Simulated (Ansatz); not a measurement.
Geometry relaxation, with input and output: AlBSi₂NH₇ClF (part 3 of 3)

The same run, continued: AlBSi₂NH₇ClF; RKS PBE/6-31G* (Ansatz 0.2.0). It belongs to a series of runs on one base structure; here: end point A relaxed.

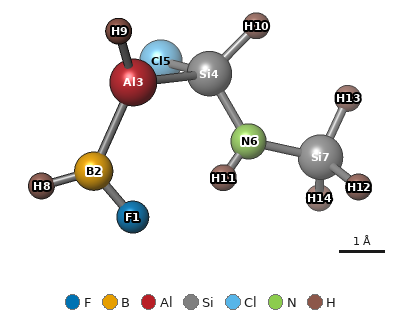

Figure 1. The geometry at step 28 of the log (ball-and-stick view, seen at a tilt; atoms are numbered from 1 in the order of the input).

### Trajectory as extended XYZ, continued
```
14
Properties=species:S:1:pos:R:3:forces:R:3 step=22 energy=-39849.86244
F    -0.9603   -1.9168    1.9293    0.0059  -0.0065  -0.0156
B    -0.8513   -0.8977    2.8073   -0.0632   0.0051   0.1170
Al    0.5646    0.6644    2.2787   -0.0194   0.0267  -0.0064
Si    0.1466    1.3233   -0.0594    0.0390  -0.0425   0.0172
Cl   -1.6517    2.4531   -0.1854   -0.0166   0.0000   0.0071
N     0.0421   -0.2379   -0.8531   -0.0134   0.0135  -0.0080
Si    0.3791   -0.6287   -2.5394    0.0029  -0.0028  -0.0027
H    -1.6268   -0.9560    3.7475    0.0860   0.0132  -0.0925
H     1.7793    1.2234    3.1780   -0.0348  -0.0231  -0.0163
H     1.1292    2.1137   -0.8701    0.0067   0.0027  -0.0086
H    -0.4221   -0.9726   -0.3085    0.0121   0.0026   0.0116
H     1.4816   -1.6437   -2.6594   -0.0129   0.0023   0.0009
H     0.8044    0.6420   -3.2040    0.0035  -0.0028  -0.0040
H    -0.8278   -1.1957   -3.2326    0.0042   0.0116   0.0001
14
Properties=species:S:1:pos:R:3:forces:R:3 step=23 energy=-39849.86369
F    -0.9543   -1.9178    1.9327    0.0086   0.0294   0.0220
B    -0.8513   -0.8961    2.8105   -0.0482  -0.0198   0.0479
Al    0.5573    0.6712    2.2820    0.0054   0.0127  -0.0041
Si    0.1523    1.3196   -0.0599    0.0300  -0.0354  -0.0063
Cl   -1.6482    2.4475   -0.1800   -0.0209   0.0060   0.0072
N     0.0447   -0.2396   -0.8563   -0.0040   0.0085   0.0009
Si    0.3767   -0.6280   -2.5441    0.0010  -0.0032   0.0038
H    -1.6245   -0.9555    3.7494    0.0533  -0.0006  -0.0593
H     1.7662    1.2292    3.1890   -0.0334  -0.0126  -0.0153
H     1.1306    2.1118   -0.8747    0.0058   0.0013   0.0020
H    -0.4104   -0.9774   -0.3080    0.0082   0.0059   0.0030
H     1.4718   -1.6504   -2.6666   -0.0103  -0.0006  -0.0007
H     0.8104    0.6410   -3.2068    0.0019  -0.0020   0.0000
H    -0.8343   -1.1846   -3.2384    0.0026   0.0105  -0.0010
14
Properties=species:S:1:pos:R:3:forces:R:3 step=24 energy=-39849.86551
F    -0.9144   -1.9292    1.9494   -0.0160  -0.0005  -0.0064
B    -0.8504   -0.8940    2.8131    0.0541   0.0040   0.0184
Al    0.5375    0.6910    2.2898    0.0300   0.0041   0.0039
Si    0.1692    1.3083   -0.0634    0.0302  -0.0175  -0.0224
Cl   -1.6356    2.4350   -0.1652   -0.0183   0.0147  -0.0032
N     0.0545   -0.2464   -0.8648    0.0062  -0.0176   0.0159
Si    0.3663   -0.6279   -2.5583   -0.0098  -0.0105   0.0054
H    -1.6201   -0.9617    3.7475   -0.0418  -0.0159   0.0119
H     1.7129    1.2698    3.2269   -0.0289   0.0021  -0.0186
H     1.1451    2.1038   -0.8794   -0.0125   0.0007   0.0086
H    -0.3803   -0.9903   -0.3070    0.0111   0.0257  -0.0299
H     1.4282   -1.6844   -2.6916   -0.0195   0.0094  -0.0008
H     0.8372    0.6344   -3.2102   -0.0026  -0.0119   0.0114
H    -0.8633   -1.1375   -3.2580    0.0179   0.0132   0.0058
14
Properties=species:S:1:pos:R:3:forces:R:3 step=25 energy=-39849.86603
F    -0.9060   -1.9238    1.9440    0.0118   0.0188   0.0598
B    -0.8355   -0.9020    2.8260    0.0164   0.0184  -0.1684
Al    0.5273    0.7034    2.2995    0.0875   0.0055   0.0508
Si    0.1846    1.2938   -0.0644    0.0105  -0.0020  -0.0291
Cl   -1.6233    2.4213   -0.1527   -0.0155   0.0083  -0.0049
N     0.0695   -0.2570   -0.8710    0.0081  -0.0266   0.0160
Si    0.3582   -0.6293   -2.5708   -0.0113  -0.0179  -0.0120
H    -1.6100   -0.9745    3.7506   -0.0656  -0.0470   0.1016
H     1.6615    1.3285    3.2601   -0.0385  -0.0007  -0.0392
H     1.1530    2.0983   -0.8808   -0.0092  -0.0086   0.0174
H    -0.3544   -1.0045   -0.3094    0.0085   0.0281  -0.0343
H     1.3856   -1.7199   -2.7182   -0.0390   0.0336   0.0024
H     0.8664    0.6272   -3.2087   -0.0092  -0.0323   0.0174
H    -0.8899   -1.0906   -3.2755    0.0454   0.0223   0.0224
14
Properties=species:S:1:pos:R:3:forces:R:3 step=26 energy=-39849.86738
F    -0.8862   -1.9377    1.9586   -0.0030   0.0564   0.0562
B    -0.8386   -0.9022    2.8266    0.0583  -0.0433  -0.1163
Al    0.5233    0.7057    2.3010    0.0508   0.0209   0.0280
Si    0.1899    1.2911   -0.0655    0.0038   0.0022  -0.0197
Cl   -1.6188    2.4192   -0.1537   -0.0128   0.0067  -0.0041
N     0.0742   -0.2590   -0.8726    0.0035  -0.0275   0.0077
Si    0.3561   -0.6285   -2.5740   -0.0113  -0.0186  -0.0184
H    -1.6119   -0.9810    3.7534   -0.0661  -0.0234   0.0653
H     1.6455    1.3488    3.2624   -0.0312  -0.0090  -0.0265
H     1.1572    2.0973   -0.8813   -0.0043  -0.0111   0.0146
H    -0.3546   -1.0047   -0.3124    0.0145   0.0220  -0.0312
H     1.3676   -1.7333   -2.7260   -0.0396   0.0365   0.0044
H     0.8816    0.6238   -3.2060   -0.0090  -0.0333   0.0164
H    -0.8982   -1.0686   -3.2818    0.0464   0.0215   0.0237
14
Properties=species:S:1:pos:R:3:forces:R:3 step=27 energy=-39849.86828
F    -0.8730   -1.9428    1.9676   -0.0033   0.0749   0.0539
B    -0.8365   -0.9025    2.8308    0.0451  -0.0759  -0.0716
Al    0.5213    0.7105    2.3043    0.0104   0.0118   0.0111
Si    0.1916    1.2858   -0.0660    0.0038   0.0043  -0.0003
Cl   -1.6195    2.4123   -0.1571    0.0026  -0.0005  -0.0065
N     0.0809   -0.2636   -0.8747   -0.0013  -0.0156   0.0019
Si    0.3539   -0.6275   -2.5784   -0.0062  -0.0165  -0.0248
H    -1.6126   -0.9874    3.7577   -0.0357  -0.0037   0.0244
H     1.6304    1.3717    3.2659   -0.0167  -0.0073  -0.0143
H     1.1632    2.0930   -0.8747   -0.0077  -0.0040   0.0013
H    -0.3521   -1.0087   -0.3177    0.0121   0.0086  -0.0161
H     1.3472   -1.7473   -2.7372   -0.0359   0.0341   0.0063
H     0.8990    0.6201   -3.2026   -0.0085  -0.0297   0.0130
H    -0.9067   -1.0429   -3.2891    0.0413   0.0195   0.0217
14
Properties=species:S:1:pos:R:3:forces:R:3 step=28 energy=-39849.86906
F    -0.8565   -1.9480    1.9778    0.0032   0.0794   0.0492
B    -0.8318   -0.9059    2.8391    0.0055  -0.0909  -0.0332
Al    0.5148    0.7180    2.3110   -0.0091   0.0082  -0.0026
Si    0.1985    1.2773   -0.0661   -0.0103   0.0079   0.0078
Cl   -1.6161    2.4008   -0.1616    0.0096  -0.0058  -0.0036
N     0.0940   -0.2708   -0.8772   -0.0021  -0.0067  -0.0065
Si    0.3496   -0.6258   -2.5853    0.0008  -0.0152  -0.0361
H    -1.6132   -0.9992    3.7643    0.0078   0.0148  -0.0153
H     1.6026    1.4098    3.2733   -0.0076  -0.0082  -0.0020
H     1.1686    2.0886   -0.8714    0.0008  -0.0005  -0.0028
H    -0.3392   -1.0167   -0.3225    0.0057  -0.0081   0.0010
H     1.3120   -1.7708   -2.7556   -0.0383   0.0385   0.0083
H     0.9265    0.6134   -3.1982   -0.0111  -0.0324   0.0109
H    -0.9227   -0.9998   -3.2989    0.0452   0.0190   0.0248
14
Properties=species:S:1:pos:R:3:forces:R:3 step=29 energy=-39849.86957
F    -0.8398   -1.9491    1.9825    0.0046   0.0574   0.0362
B    -0.8252   -0.9077    2.8438   -0.0148  -0.0713  -0.0124
Al    0.5095    0.7270    2.3161   -0.0189  -0.0023   0.0019
Si    0.2022    1.2698   -0.0664   -0.0054   0.0157   0.0110
Cl   -1.6152    2.3904   -0.1653    0.0147  -0.0101  -0.0025
N     0.1040   -0.2774   -0.8792   -0.0015  -0.0020  -0.0064
Si    0.3452   -0.6246   -2.5910    0.0016  -0.0161  -0.0448
H    -1.6107   -1.0068    3.7664    0.0258   0.0173  -0.0278
H     1.5761    1.4387    3.2871   -0.0032  -0.0043  -0.0062
H     1.1727    2.0840   -0.8679    0.0004   0.0038  -0.0083
H    -0.3248   -1.0257   -0.3249   -0.0001  -0.0147   0.0081
H     1.2787   -1.7925   -2.7700   -0.0416   0.0456   0.0100
H     0.9512    0.6054   -3.1950   -0.0145  -0.0373   0.0123
H    -0.9368   -0.9607   -3.3074    0.0530   0.0184   0.0289
14
Properties=species:S:1:pos:R:3:forces:R:3 step=30 energy=-39849.87006
F    -0.8225   -1.9555    1.9868    0.0066   0.0274   0.0200
B    -0.8195   -0.9146    2.8471   -0.0365  -0.0396   0.0060
Al    0.4996    0.7330    2.3195   -0.0039   0.0090  -0.0022
Si    0.2083    1.2672   -0.0672   -0.0177   0.0055   0.0161
Cl   -1.6123    2.3827   -0.1711    0.0087  -0.0055  -0.0021
N     0.1160   -0.2812   -0.8780    0.0028  -0.0033  -0.0169
Si    0.3406   -0.6230   -2.5931    0.0015  -0.0189  -0.0494
H    -1.6086   -1.0185    3.7670    0.0408   0.0162  -0.0358
H     1.5485    1.4685    3.2915   -0.0023  -0.0067   0.0026
H     1.1756    2.0835   -0.8701    0.0063   0.0053  -0.0031
H    -0.3068   -1.0315   -0.3220   -0.0044  -0.0154   0.0095
H     1.2405   -1.8159   -2.7795   -0.0416   0.0496   0.0103
H     0.9786    0.5940   -3.1911   -0.0173  -0.0396   0.0142
H    -0.9511   -0.9178   -3.3108    0.0570   0.0159   0.0307
14
Properties=species:S:1:pos:R:3:forces:R:3 step=31 energy=-39849.87046
F    -0.8037   -1.9570    1.9870   -0.0009  -0.0561  -0.0501
B    -0.8145   -0.9157    2.8422   -0.0158   0.0409   0.0863
Al    0.4963    0.7407    2.3225   -0.0146  -0.0008  -0.0077
Si    0.2075    1.2643   -0.0665    0.0003   0.0145   0.0096
Cl   -1.6152    2.3753   -0.1766    0.0032  -0.0053  -0.0001
N     0.1220   -0.2852   -0.8762    0.0031  -0.0002  -0.0105
Si    0.3372   -0.6222   -2.5935    0.0007  -0.0171  -0.0415
H    -1.6054   -1.0224    3.7598    0.0257   0.0118  -0.0337
H     1.5326    1.4839    3.3017    0.0007  -0.0018  -0.0004
H     1.1742    2.0823   -0.8685    0.0044   0.0050  -0.0063
H    -0.2956   -1.0381   -0.3196   -0.0051  -0.0108   0.0071
H     1.2100   -1.8336   -2.7834   -0.0330   0.0415   0.0088
H     1.0010    0.5829   -3.1867   -0.0158  -0.0331   0.0139
H    -0.9595   -0.8845   -3.3134    0.0471   0.0113   0.0245
14
Properties=species:S:1:pos:R:3:forces:R:3 step=32 energy=-39849.87048
F    -0.8019   -1.9566    1.9803    0.0126  -0.0896  -0.0493
B    -0.8046   -0.9222    2.8427   -0.0568   0.1030   0.0392
Al    0.4926    0.7438    2.3202    0.0137  -0.0209   0.0100
Si    0.2039    1.2685   -0.0680   -0.0062   0.0021   0.0137
Cl   -1.6203    2.3758   -0.1822    0.0042  -0.0013  -0.0050
N     0.1217   -0.2836   -0.8735    0.0045   0.0074  -0.0074
Si    0.3373   -0.6226   -2.5903    0.0003  -0.0107  -0.0222
H    -1.5989   -1.0257    3.7565    0.0303  -0.0099  -0.0024
H     1.5287    1.4835    3.3015    0.0043   0.0107   0.0004
H     1.1729    2.0849   -0.8692   -0.0020   0.0050  -0.0052
H    -0.2969   -1.0359   -0.3166   -0.0029  -0.0038   0.0053
H     1.1972   -1.8415   -2.7765   -0.0141   0.0176   0.0051
H     1.0137    0.5743   -3.1832   -0.0067  -0.0151   0.0091
H    -0.9583   -0.8718   -3.3127    0.0188   0.0055   0.0088
14
Properties=species:S:1:pos:R:3:forces:R:3 step=33 energy=-39849.87097
F    -0.7848   -1.9721    1.9914   -0.0002  -0.0371  -0.0289
B    -0.8068   -0.9248    2.8399   -0.0062   0.0408   0.0350
Al    0.4884    0.7428    2.3173    0.0043   0.0000  -0.0004
Si    0.2052    1.2734   -0.0700   -0.0130  -0.0083   0.0162
Cl   -1.6193    2.3798   -0.1863    0.0032   0.0029  -0.0051
N     0.1217   -0.2804   -0.8725    0.0042   0.0034  -0.0128
Si    0.3362   -0.6222   -2.5889   -0.0001  -0.0064  -0.0125
H    -1.5997   -1.0293    3.7540    0.0079  -0.0002  -0.0093
H     1.5218    1.4867    3.2987    0.0020   0.0015   0.0046
H     1.1739    2.0881   -0.8736   -0.0019   0.0026  -0.0002
H    -0.2989   -1.0310   -0.3146    0.0014  -0.0020   0.0021
H     1.1848   -1.8486   -2.7724   -0.0076   0.0090   0.0032
H     1.0240    0.5680   -3.1809   -0.0030  -0.0089   0.0051
H    -0.9598   -0.8595   -3.3133    0.0090   0.0028   0.0030
14
Properties=species:S:1:pos:R:3:forces:R:3 step=34 energy=-39849.87112
F    -0.7753   -1.9751    1.9920   -0.0022   0.0060   0.0039
B    -0.8030   -0.9254    2.8396    0.0033   0.0032   0.0050
Al    0.4874    0.7465    2.3192   -0.0013  -0.0074   0.0004
Si    0.2037    1.2713   -0.0692   -0.0066   0.0014  -0.0005
Cl   -1.6210    2.3769   -0.1905   -0.0005  -0.0002   0.0005
N     0.1237   -0.2823   -0.8726    0.0026   0.0039  -0.0033
Si    0.3348   -0.6218   -2.5899    0.0015  -0.0045  -0.0096
H    -1.5970   -1.0312    3.7523    0.0015  -0.0042  -0.0076
H     1.5139    1.4958    3.3042    0.0007   0.0012  -0.0009
H     1.1707    2.0884   -0.8726    0.0018  -0.0009   0.0013
H    -0.2944   -1.0344   -0.3147    0.0011  -0.0006   0.0018
H     1.1673   -1.8590   -2.7737   -0.0072   0.0089   0.0023
H     1.0390    0.5609   -3.1777   -0.0043  -0.0095   0.0038
H    -0.9628   -0.8400   -3.3175    0.0095   0.0026   0.0029
```

The run was set up as follows.

### Input file
```yaml
crystal:
  periodic: [false, false, false]
  atoms:
    - { symbol: F, position_ang: [-1.994, -1.2103, 2.2894] }
    - { symbol: B, position_ang: [-0.6987, -0.9379, 2.7426] }
    - { symbol: Al, position_ang: [0.5184, 0.3317, 1.6804] }
    - { symbol: Si, position_ang: [-0.172, 1.3816, -0.2779] }
    - { symbol: Cl, position_ang: [-1.8555, 2.5958, 0.2236] }
    - { symbol: "N", position_ang: [-0.8048, 0.1627, -1.461] }
    - { symbol: Si, position_ang: [0.6651, -0.6213, -2.1873] }
    - { symbol: H, position_ang: [-0.267, -1.4575, 3.7124] }
    - { symbol: H, position_ang: [2.0559, 0.5896, 2.2241] }
    - { symbol: H, position_ang: [0.8168, 2.2045, -0.8403] }
    - { symbol: H, position_ang: [-1.3197, -0.5928, -0.9018] }
    - { symbol: H, position_ang: [1.462, -1.2701, -1.1314] }
    - { symbol: H, position_ang: [1.4007, 0.4186, -2.8956] }
    - { symbol: H, position_ang: [0.1798, -1.6237, -3.1484] }
basis:
  gaussian: { orbitals: "6-31G*" }
hamiltonian:
  xc: pbe
relax:
  f_tol: 0.015
  max_steps: 40
```

Run as:
```bash
ansatz run input.yaml --threads 2 --pin off --max-ram 3072MiB --backend cpu --events-out ev --progress --plain --runs-dir out
```

### Summary

- outcome: converged
- total energy: −39849.8712 eV
- mean-field energy: −39849.8712 eV
- largest force (length of the vector) at the end: 0.012 eV/Å
- hardware: 2 threads of Intel Xeon (Sapphire Rapids), 16 GiB of memory available, shared host
- wall time: 2 min (CPU time 3.8 min)
- peak memory: 0.25 GiB
